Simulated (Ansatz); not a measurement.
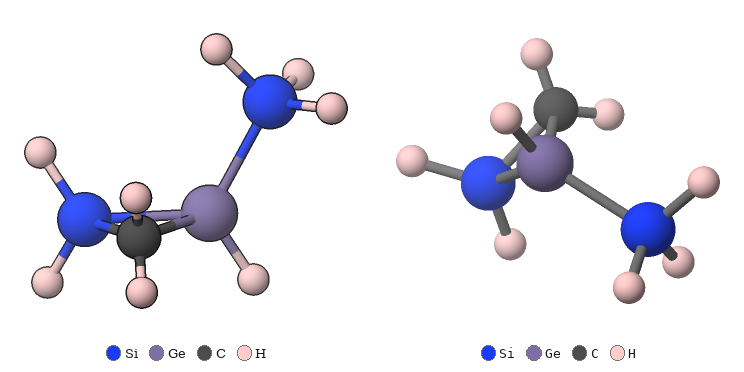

Two views of one molecule.

What does the picture show?

It has 12 atoms: 1 carbon, 8 hydrogen, 1 germanium and 2 silicon (CH8GeSi2). Its SMILES string is `[SiH3][Ge@H]1[CH2][SiH2]1`. Among its groups: Si–H bond. This geometry has C1 symmetry. Coordination, clear cases only: 1 Si tetrahedral.

The parts below concern this one geometry. Atoms keep their numbers from picture to picture. The computed structure is the end point of a PBE0-D4/def2-TZVP optimisation.

Geometry

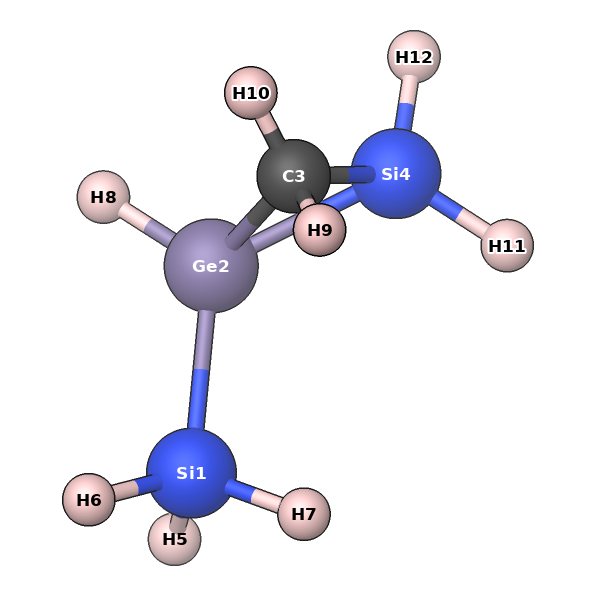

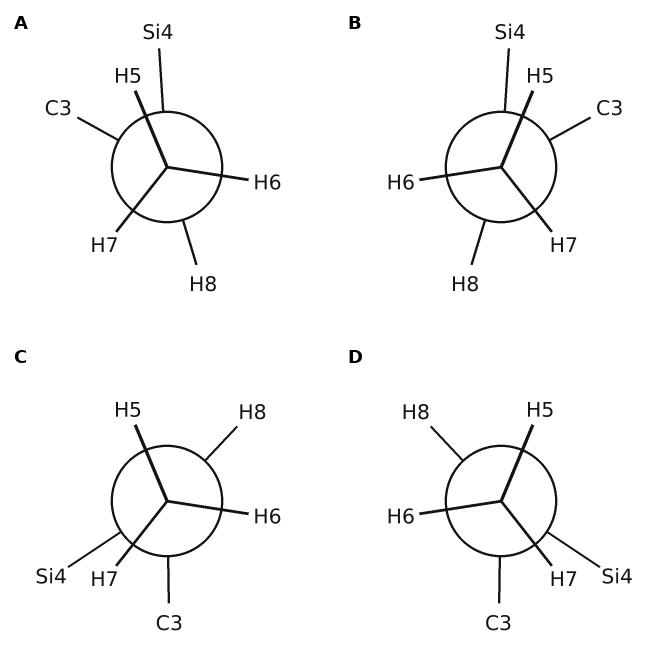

Distant atoms are faded towards the background colour. Bonds that would overlap in a projection are set slightly apart.

**Which Newman projection shows the view along Si1–Ge2, with Si1 in front?**

C. The torsion angle H5–Si1–Ge2–Si4 is −101°, anticlinal.

Electronic properties

Properties computed with RKS PBE-D4/def2-TZVPP (Ansatz 0.2.0).

Predict the main results.

- dipole moment: 0.40 D
- HOMO energy (Kohn–Sham orbital): −5.60 eV
- LUMO energy (Kohn–Sham orbital): −1.31 eV
- HOMO–LUMO gap: 4.29 eV
- dispersion correction: −28.2 kJ/mol

Thermal motion

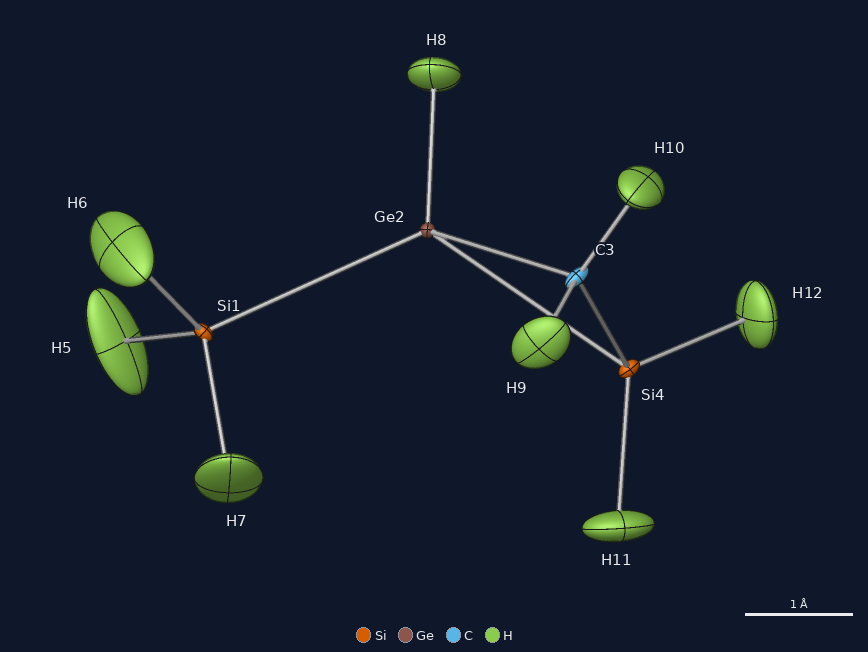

Displacement ellipsoids at the 50 % level, from the internal vibrations of the free molecule (harmonic, no overall translation or rotation; no half-axis is drawn under 0.075 Å). Vibrations computed with RKS PBE0-D4/def2-TZVP (Ansatz 0.2.0). Temperature: 100 K.

**Which atom has the largest mean-square displacement?**

H7, with U_eq = 0.0554 Å².

**Does H5 move more along its bond or across it?**

Across it: the root-mean-square amplitude is 0.095 Å along the bond and up to 0.353 Å across, since bending and torsion are softer than stretching.

List U_eq and the three principal root-mean-square amplitudes for each kind of atom.

| atom | U_eq (Å²) | rms amplitudes (Å) |
| --- | --- | --- |
| Si1 | 0.0024 | 0.031, 0.040, 0.068 |
| Ge2 | 0.00092 | 0.016, 0.028, 0.041 |
| C3 | 0.0041 | 0.040, 0.048, 0.091 |
| Si4 | 0.0023 | 0.026, 0.032, 0.072 |
| H5 | 0.0550 | 0.095, 0.178, 0.353 |
| H6 | 0.0548 | 0.101, 0.186, 0.346 |
| H7 | 0.0554 | 0.096, 0.209, 0.337 |
| H8 | 0.0240 | 0.096, 0.165, 0.189 |
| H9 | 0.0247 | 0.093, 0.153, 0.205 |
| H10 | 0.0242 | 0.094, 0.150, 0.203 |
| H11 | 0.0303 | 0.096, 0.175, 0.226 |
| H12 | 0.0299 | 0.102, 0.184, 0.214 |

Vibrations

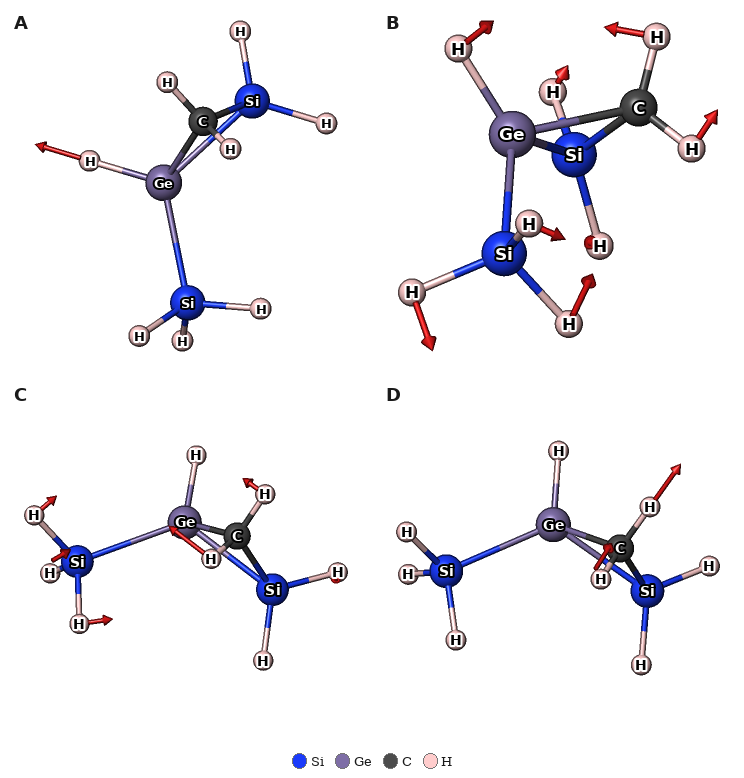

4 normal modes of one molecule or complex, as arrows. Harmonic vibrations computed with RKS PBE0-D4/def2-TZVP (Ansatz 0.2.0) at a stationary point of the same level.

**Match the panels to the wavenumbers 494 cm⁻¹, 879 cm⁻¹, 2153 cm⁻¹, 3209 cm⁻¹.**

A: 2153 cm⁻¹, Ge–H stretching
B: 494 cm⁻¹, angle bending
C: 879 cm⁻¹, angle bending
D: 3209 cm⁻¹, out-of-phase stretching of 2 C–H bonds
